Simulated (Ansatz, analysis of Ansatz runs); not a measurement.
## Migration in Al5AgS8 (F-43m): V_S hop (3.6 Å), charge +2

How high is the barrier when S changes place in Al5AgS8 (F-43m)? The case: V_S hop (3.6 Å), charge +2, in a cell of 56 host atoms with 1 S taken out.

Calculated with Ansatz 0.2.0; plane-wave PAW DFT, PBEsol; nudged elastic band between two relaxed defect structures at fixed charge in a uniform background.

## (1) Set-up

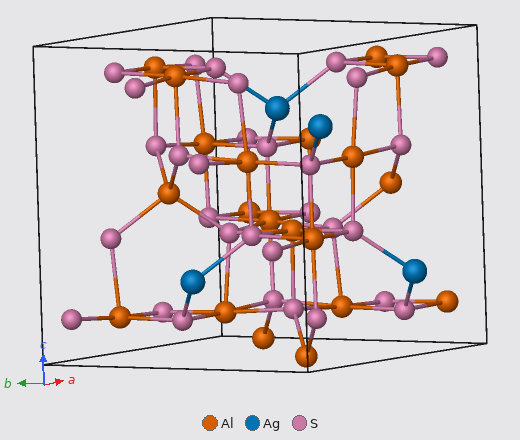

The starting structure, seen from a free direction (aluminium orange, silver blue, sulfur pink).

The cell holds 55 atoms: 20 Al, 4 Ag and 31 S. Its edges and angles: a = 10.073 Å, b = 10.073 Å, c = 10.073 Å, α = 90.0°, β = 90.0°, γ = 90.0°. It derives from Al5AgS8 (space group F-43m). Nearest the centre at fractional (0.623, 0.240, 0.490): Al15 at 1.64 Å, S50 at 1.78 Å, S25 at 2.90 Å, Al20 at 2.90 Å, Ag23 at 2.92 Å, S42 at 2.95 Å, Al9 at 3.02 Å, Al7 at 3.16 Å. The cell carries charge +2.

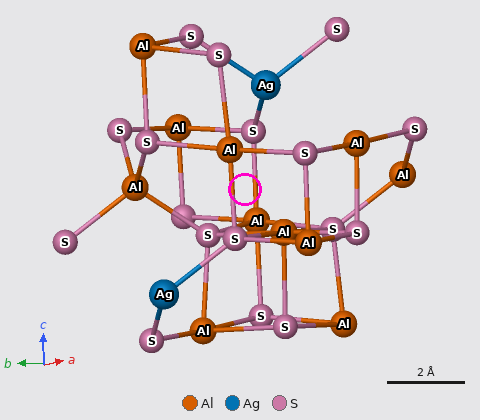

The atoms within 5 Å of the centre. A ring marks the middle of the ideal hop wherever no atom is near it.

The cell's shortest repeat is 10.1 Å.

## (2) Relaxation of the start point, charge +2

A barrier is counted from a minimum, so both ends are relaxed first. Small random displacements break the symmetry of the ideal sites, so that the defect can distort if it gains by it. The charge of +2 is set by the electron count, and a uniform background keeps the cell neutral.

qp2.start/input.yaml reads:

```yaml
crystal:
  lattice:
    - [10.0726001, 0.0, 0.0]
    - [0.0, 0.0, -10.0726001]
    - [0.0, 10.0726001, 0.0]
  atoms:
    - { symbol: Al, position: [0.11855736, 0.38144264, 0.61855736] }
    - { symbol: Al, position: [0.11855736, 0.88144264, 0.11855736] }
    - { symbol: Al, position: [0.61855736, 0.38144264, 0.11855736] }
    - { symbol: Al, position: [0.61855736, 0.88144264, 0.61855736] }
    - { symbol: Al, position: [0.38144264, 0.38144264, 0.88144264] }
    - { symbol: Al, position: [0.38144264, 0.88144264, 0.38144264] }
    - { symbol: Al, position: [0.88144264, 0.38144264, 0.38144264] }
    - { symbol: Al, position: [0.88144264, 0.88144264, 0.88144264] }
    - { symbol: Al, position: [0.38144264, 0.11855736, 0.61855736] }
    - { symbol: Al, position: [0.38144264, 0.61855736, 0.11855736] }
    - { symbol: Al, position: [0.88144264, 0.11855736, 0.11855736] }
    - { symbol: Al, position: [0.88144264, 0.61855736, 0.61855736] }
    - { symbol: Al, position: [0.11855736, 0.11855736, 0.88144264] }
    - { symbol: Al, position: [0.11855736, 0.61855736, 0.38144264] }
    - { symbol: Al, position: [0.61855736, 0.11855736, 0.38144264] }
    - { symbol: Al, position: [0.61855736, 0.61855736, 0.88144264] }
    - { symbol: Al, position: [0.0, 0.0, 0.5] }
    - { symbol: Al, position: [0.0, 0.5, 0.0] }
    - { symbol: Al, position: [0.5, 0.0, 0.0] }
    - { symbol: Al, position: [0.5, 0.5, 0.5] }
    - { symbol: Ag, position: [0.25, 0.25, 0.25] }
    - { symbol: Ag, position: [0.25, 0.75, 0.75] }
    - { symbol: Ag, position: [0.75, 0.25, 0.75] }
    - { symbol: Ag, position: [0.75, 0.75, 0.25] }
    - { symbol: S, position: [0.38614673, 0.11385327, 0.38614673] }
    - { symbol: S, position: [0.38614673, 0.61385327, 0.88614673] }
    - { symbol: S, position: [0.88614673, 0.11385327, 0.88614673] }
    - { symbol: S, position: [0.88614673, 0.61385327, 0.38614673] }
    - { symbol: S, position: [0.11385327, 0.11385327, 0.11385327] }
    - { symbol: S, position: [0.11385327, 0.61385327, 0.61385327] }
    - { symbol: S, position: [0.61385327, 0.61385327, 0.11385327] }
    - { symbol: S, position: [0.11385327, 0.38614673, 0.38614673] }
    - { symbol: S, position: [0.11385327, 0.88614673, 0.88614673] }
    - { symbol: S, position: [0.61385327, 0.38614673, 0.88614673] }
    - { symbol: S, position: [0.61385327, 0.88614673, 0.38614673] }
    - { symbol: S, position: [0.38614673, 0.38614673, 0.11385327] }
    - { symbol: S, position: [0.38614673, 0.88614673, 0.61385327] }
    - { symbol: S, position: [0.88614673, 0.38614673, 0.61385327] }
    - { symbol: S, position: [0.88614673, 0.88614673, 0.11385327] }
    - { symbol: S, position: [0.36634011, 0.13365989, 0.86634011] }
    - { symbol: S, position: [0.36634011, 0.63365989, 0.36634011] }
    - { symbol: S, position: [0.86634011, 0.13365989, 0.36634011] }
    - { symbol: S, position: [0.86634011, 0.63365989, 0.86634011] }
    - { symbol: S, position: [0.13365989, 0.13365989, 0.63365989] }
    - { symbol: S, position: [0.13365989, 0.63365989, 0.13365989] }
    - { symbol: S, position: [0.63365989, 0.13365989, 0.13365989] }
    - { symbol: S, position: [0.63365989, 0.63365989, 0.63365989] }
    - { symbol: S, position: [0.13365989, 0.36634011, 0.86634011] }
    - { symbol: S, position: [0.13365989, 0.86634011, 0.36634011] }
    - { symbol: S, position: [0.63365989, 0.36634011, 0.36634011] }
    - { symbol: S, position: [0.63365989, 0.86634011, 0.86634011] }
    - { symbol: S, position: [0.36634011, 0.36634011, 0.63365989] }
    - { symbol: S, position: [0.36634011, 0.86634011, 0.13365989] }
    - { symbol: S, position: [0.86634011, 0.36634011, 0.13365989] }
    - { symbol: S, position: [0.86634011, 0.86634011, 0.63365989] }
total_charge: 2
basis:
  ecutwfc: 420
  xc_grid: 2
hamiltonian:
  xc: pbesol
kpoints:
  mp_grid: { grid: [1, 1, 1], shift: [0.25, 0.25, 0.25] }
scf:
  occupations: { method: fixed }
  max_iter: 120
output:
  forces: true
relax:
  f_tol: 0.02
  max_steps: 70
  random_displacement: { amplitude: 0.03, seed: 7045 }
```

The run is started by

```console
$ ansatz run input.yaml --threads 4 --pin off --max-ram 7536MiB --backend cpu --events-out ev --progress --plain --runs-dir out
```

Numbers of over 12 decimals in the logs are rounded to 6 here.

The program printed:

```text
[... repeated set-up lines and file paths are left out, and long positions are rounded to six places ...]
The last accepted step is kept in <dir> (removed where the run ends without a failure and the disk answers)
Engine: ansatz 0.2.0, aarch64-unknown-linux-gnu
Pseudopotentials: kind: paw
Pseudopotential: Al, paw, valence charge 3, recommended cutoff 420 eV (normal), Al.paw.azcp
Pseudopotential: Ag, paw, valence charge 19, recommended cutoff 420 eV (normal), Ag.paw.azcp
Pseudopotential: S, paw, valence charge 6, recommended cutoff 420 eV (normal), S.paw.azcp
Functional definition: PBEsol
  exchange = pbesol_x
  correlation = pbesol_c
Crystal: 55 atoms, lattice volume = 1021.939 Å³
Basis set: ecut = 420 eV, 20005 PW (Γ), exchange–correlation on 144×144×144 points (8 copies of the dense FFT grid, shifted against one another)
Bands: 215, of which v1, the nominal top of the filled ones, is band 160 counted from 1 (159 counted from 0)
Symmetry: 1 space group operations
k-points: 1
Non-local potential: Al, projectors of the file, l = 0: 2, l = 1: 2, l = 2: 1
Non-local potential: Ag, projectors of the file, l = 0: 3, l = 1: 2, l = 2: 2, l = 3: 1
Non-local potential: S, projectors of the file, l = 0: 2, l = 1: 2, l = 2: 2
PAW form: soft (Blöchl's): semilocal exchange-correlation on the pseudo side does not see the compensation charge
PAW frozen core: Al, regenerated for the run's functional, and the local potential with it (the file was generated under x = pbe(κ = 0.804, μ = 0.219515), c = pbe(β = 0.066725))
PAW frozen core: Ag, regenerated for the run's functional, and the local potential with it (the file was generated under x = pbe(κ = 0.804, μ = 0.219515), c = pbe(β = 0.066725))
PAW frozen core: S, regenerated for the run's functional, and the local potential with it (the file was generated under x = pbe(κ = 0.804, μ = 0.219515), c = pbe(β = 0.066725))
PAW one-centre angular grid: Al, 110 points (default); XC on 64 Gauss nodes
PAW one-centre angular grid: Ag, 590 points (default); XC on 64 Gauss nodes
PAW one-centre angular grid: S, 110 points (default); XC on 64 Gauss nodes
Initial density: superposition of atomic densities (neutral atoms scaled as one to the charged cell's electrons: chi_scale 0, normalization atom), corrected by the library's trained network
Initial wavefunctions: pseudopotential atomic-orbital guess
Functional: x = pbesol(κ = 0.804, μ = 0.123457), c = pbesol(β = 0.046)
SCF iter   1: F=—  HF=-68079.865536 eV  |F-HF|=—  |Δ(HF+E_count)|=         —  Δρ=1.43e-2  dr2=4.47e0  ethr=1.77e-3  ⟨swp⟩=5.0  Hψ=669  notcnv=0  defer=53
preconditioner: auto → Resta (q_TF=auto, 2.248 Å⁻¹)  ε∞=4.9  [insulator: Δε(μ)=1.274 eV  Ē_g=9.997 eV  n_scr=178 (ndim 8)  ℏωp=19.7 eV  f_vac=0.000  ε∞_Penn≈4.9]
SCF iter   2: F=—  HF=-68078.890635 eV  |F-HF|=—  |Δ(HF+E_count)|=   9.75e-1  Δρ=4.67e-3  dr2=3.83e-1  ethr=1.40e-3  ⟨swp⟩=3.0  Hψ=465  notcnv=0  defer=53
SCF iter   3: F=—  HF=-68078.821279 eV  |F-HF|=—  |Δ(HF+E_count)|=   6.94e-2  Δρ=2.00e-3  dr2=1.18e-1  ethr=1.20e-4  ⟨swp⟩=3.0  Hψ=323  notcnv=0  defer=44
automatic band count: iteration 3 solves 206 bands in place of 215: the levels show a gap, and the empty bands left out lie too high to hold charge; the band table lists the bands solved (type scf.n_extra_bands for more)
SCF iter   4: F=—  HF=-68078.797180 eV  |F-HF|=—  |Δ(HF+E_count)|=   2.41e-2  Δρ=6.63e-4  dr2=6.91e-3  ethr=3.68e-5  ⟨swp⟩=3.0  Hψ=321  notcnv=0  defer=44
SCF iter   5: F=—  HF=-68078.796904 eV  |F-HF|=—  |Δ(HF+E_count)|=   2.76e-4  Δρ=3.93e-4  dr2=1.82e-3  ethr=2.16e-6  ⟨swp⟩=2.0  Hψ=363  notcnv=0  defer=44
SCF iter   6: F=—  HF=-68078.796762 eV  |F-HF|=—  |Δ(HF+E_count)|=   1.42e-4  Δρ=1.37e-4  dr2=2.15e-4  ethr=5.69e-7  ⟨swp⟩=2.0  Hψ=324  notcnv=0  defer=44
SCF iter   7: F=—  HF=-68078.796802 eV  |F-HF|=—  |Δ(HF+E_count)|=   4.05e-5  Δρ=3.02e-5  dr2=1.20e-5  ethr=6.71e-8  ⟨swp⟩=2.0  Hψ=323  notcnv=0  defer=44
SCF iter   8: F=-68078.796808 eV  HF=-68078.796810 eV  |F-HF|=1.23e-6  |Δ(HF+E_count)|=   7.37e-6  Δρ=1.32e-5  dr2=2.34e-6  ethr=3.12e-9  ⟨swp⟩=4.0  Hψ=570  notcnv=0
SCF 1 converged in 8 iterations: F = -68078.796808 eV  dr2 = 2.34e-6
  greatest PAW one-centre occupation: 1.001 electrons in one spin orbital (limit 2), on the Ag atom at site 23 (counted from 0), in its partial waves of l = 0
relax step   1: F+E_penalty+E_count = -68078.79680840 eV  Δ(F+E_penalty+E_count) = +0.000e0 eV  max|allowed force component| = 1.839e0 eV/Å  Δτ_max = 0.0000 Å  (8 SCF iters, dr2 threshold 1.00e-5 eV, accepted)
[... the SCF cycles and remarks between the steps are left out from here to the last step ...]
relax step   2: F+E_penalty+E_count = -68079.96218681 eV  Δ(F+E_penalty+E_count) = -1.165e0 eV  max|allowed force component| = 7.891e-1 eV/Å  Δτ_max = 0.1948 Å  (6 SCF iters, dr2 threshold 1.00e-4 eV, accepted)
relax step   3: F+E_penalty+E_count = -68080.28720516 eV  Δ(F+E_penalty+E_count) = -3.250e-1 eV  max|allowed force component| = 1.100e-1 eV/Å  Δτ_max = 0.1480 Å  (6 SCF iters, dr2 threshold 3.89e-5 eV, accepted)
relax step   4: F+E_penalty+E_count = -68080.30369114 eV  Δ(F+E_penalty+E_count) = -1.649e-2 eV  max|allowed force component| = 3.272e-2 eV/Å  Δτ_max = 0.0454 Å  (7 SCF iters, dr2 threshold 7.56e-7 eV, accepted)
SCF iter   1: F=—  HF=-68080.304930 eV  |F-HF|=—  |Δ(HF+E_count)|=         —  Δρ=2.47e-4  dr2=8.34e-4  ethr=2.48e-6  ⟨swp⟩=3.0  Hψ=382  notcnv=0  defer=44
automatic band count: iteration 1 solves 206 bands in place of 215: the levels show a gap, and the empty bands left out lie too high to hold charge; the band table lists the bands solved (type scf.n_extra_bands for more)
SCF iter   2: F=—  HF=-68080.304719 eV  |F-HF|=—  |Δ(HF+E_count)|=   2.11e-4  Δρ=1.02e-4  dr2=1.27e-4  ethr=2.61e-7  ⟨swp⟩=2.0  Hψ=370  notcnv=0  defer=44
SCF iter   3: F=—  HF=-68080.304698 eV  |F-HF|=—  |Δ(HF+E_count)|=   2.15e-5  Δρ=3.56e-5  dr2=1.22e-5  ethr=3.97e-8  ⟨swp⟩=2.0  Hψ=324  notcnv=0  defer=38
SCF iter   4: F=—  HF=-68080.304231 eV  |F-HF|=—  |Δ(HF+E_count)|=   4.67e-4  Δρ=1.50e-5  dr2=2.37e-6  ethr=3.82e-9  ⟨swp⟩=2.0  Hψ=328  notcnv=0  defer=38
SCF iter   5: F=—  HF=-68080.304230 eV  |F-HF|=—  |Δ(HF+E_count)|=   2.84e-7  Δρ=2.97e-6  dr2=1.15e-7  ethr=7.40e-10  ⟨swp⟩=2.0  Hψ=328  notcnv=0  defer=38
SCF iter   6: F=-68080.304230 eV  HF=-68080.304230 eV  |F-HF|=9.52e-9  |Δ(HF+E_count)|=   3.57e-8  Δρ=1.67e-6  dr2=3.30e-8  ethr=3.13e-11  ⟨swp⟩=4.0  Hψ=575  notcnv=0
SCF 5 converged in 6 iterations: F = -68080.304230 eV  dr2 = 3.30e-8
relax step   5: F+E_penalty+E_count = -68080.30423037 eV  Δ(F+E_penalty+E_count) = -5.392e-4 eV  max|allowed force component| = 1.131e-2 eV/Å  Δτ_max = 0.0066 Å  (6 SCF iters, accepted)
SCF converged after 6 iterations
Free energy (F): -68080.304230 eV
Harris-Foulkes:  -68080.304230 eV  (|F-HF|=9.52e-9)
Internal energy: -68080.304230 eV  (E = F + TS)
E sigma→0 (E₀):  -68080.304230 eV
Fermi energy:    6.713195 eV
--- Per-component energies (eV) ---
  E_band       = -1418.924490
  E_kinetic    = 5916.075838
  E_local      = -20475.937490  (includes V_loc(G=0)·N_el)
  E_nonlocal   = 1399.840905
  E_hartree    = 8924.062647
  E_xc         = -4507.805900
  E_vxc        = -4238.568976  (∫ρ·V_xc dr)
  E_paw        = -42539.312646  (= ΣΔE_a)
  E_vpaw       = -1868.481091  (= ΣTr[D̂ρ^β])
  E_aug_tail   = 0.001166  (compensation charges beyond the density's cutoff)
  E_ewald      = -16800.822915
  E_core_change = 3.594165  (= ΣΔE_core)
  E_smearing   = -0.000000  (= −TS)
  E_closure    = -0.000000  (closes the sum)
  E_deformation_potential = 26.803176  (in the stress; not in F)
  Σ components = -68080.304230   (vs F -68080.304230, Δ=0.00e0)
--- Forces (eV/Å), atoms counted from 1 ---
  atom   1  Al    -0.00310329     0.00048511    -0.00081737
  atom   2  Al     0.00140846     0.00061356    -0.00082277
  [... 4 atoms left out ...]
  atom   7  Al    -0.00058825     0.00051157     0.00064444
  [... 1 atom left out ...]
  atom   9  Al    -0.00586838     0.00167475    -0.00121445
  [... 5 atoms left out ...]
  atom  15  Al     0.00094637    -0.00651711    -0.00092558
  [... 4 atoms left out ...]
  atom  20  Al     0.00080775     0.00100370     0.00092112
  [... 2 atoms left out ...]
  atom  23  Ag    -0.00399867    -0.00398867     0.00373487
  [... 1 atom left out ...]
  atom  25  S     -0.00092200    -0.00094677    -0.00157667
  [... 12 atoms left out ...]
  atom  38  S      0.01064501    -0.00764227    -0.01058583
  [... 3 atoms left out ...]
  atom  42  S      0.00051905    -0.00247099     0.00219164
  [... 7 atoms left out ...]
  atom  50  S     -0.00207038    -0.00297983    -0.00105811
  [... 1 atom left out ...]
  atom  52  S     -0.00295439    -0.00196955    -0.00103399
  [... 3 atoms left out ...]
  max |Σ_I F_I| component: 9.13e-6 eV/Å
--- Relaxed structure (5 steps of the walk, 5 accepted, 0 SCFs on fresh bases) ---
  F+E_penalty+E_count = -68080.30423037 eV   max|allowed force component| = 1.131e-2 eV/Å
  atoms:
    - { symbol: Al, position: [0.116387, 0.383505, 0.618101] }
    - { symbol: Al, position: [0.119881, 0.881136, 0.119687] }
    [... 4 atoms left out ...]
    - { symbol: Al, position: [0.885015, 0.384789, 0.375525] }
    [... 1 atom left out ...]
    - { symbol: Al, position: [0.351704, 0.123216, 0.623209] }
    [... 5 atoms left out ...]
    - { symbol: Al, position: [0.623447, 0.123205, 0.351502] }
    [... 4 atoms left out ...]
    - { symbol: Al, position: [0.495553, 0.495150, 0.495336] }
    [... 2 atoms left out ...]
    - { symbol: Ag, position: [0.756650, 0.256433, 0.756426] }
    [... 1 atom left out ...]
    - { symbol: S, position: [0.398010, 0.121036, 0.397781] }
    [... 12 atoms left out ...]
    - { symbol: S, position: [0.883529, 0.383315, 0.608137] }
    [... 3 atoms left out ...]
    - { symbol: S, position: [0.864353, 0.135474, 0.365674] }
    [... 7 atoms left out ...]
    - { symbol: S, position: [0.635696, 0.364121, 0.365686] }
    [... 1 atom left out ...]
    - { symbol: S, position: [0.365897, 0.364119, 0.635475] }
    [... 3 atoms left out ...]
```

Elapsed: 65 s, on 4 threads of Arm Neoverse N1, shared host; peak memory 1.4 GiB.

Relaxation path:

```
step  energy less that of the first step (eV)  largest force component (eV/Å)
   1                                   0.0000                          1.8391
   2                                  -1.1654                          0.7891
   3                                  -1.4904                          0.1100
   4                                  -1.5069                          0.0327
   5                                  -1.5074                          0.0113
```

The atoms that moved most (Å, from the sites as typed, ahead of the random displacement):

```
atom      dx      dy      dz  length
 Al9  -0.301   0.047  -0.047   0.309
 Al4   0.047   0.047   0.301   0.309
Al15   0.047  -0.301  -0.047   0.309
 S25   0.118   0.117  -0.073   0.181
 S37   0.117   0.073  -0.117   0.181
 S35   0.073   0.117  -0.117   0.181
 S44  -0.121  -0.007   0.008   0.122
 S47  -0.008  -0.008   0.121   0.122
```

Neighbours of S50 at the end:

```
atom  distance (Å)
Al20         2.332
Al15         2.434
 Al7         2.522
 Al3         2.527
 S42         3.257
 S54         3.306
 S46         3.387
 S25         3.440
 S38         3.498
```

This step gave:

* free energy: -68080.3042 eV
* r.m.s. move of the farther half of the atoms: 0.04881 Å
* largest move from the ideal geometry of this structure, a common shift of the far atoms taken out: 0.3190 Å

The relaxation gained 1.507 eV and ended with a largest force component of 0.011 eV/Å.

(Continued in part 2 of 5.)

[Logs are printed without paths, hosts, clocks, repeated set-up lines and the standing remarks that a program may print on its own settings, such as how far it seeks lower states.]

[Hosts, paths, dates, database ids (printed as entryN), source tags and the programs' standing remarks are cut or masked in the printed files.]
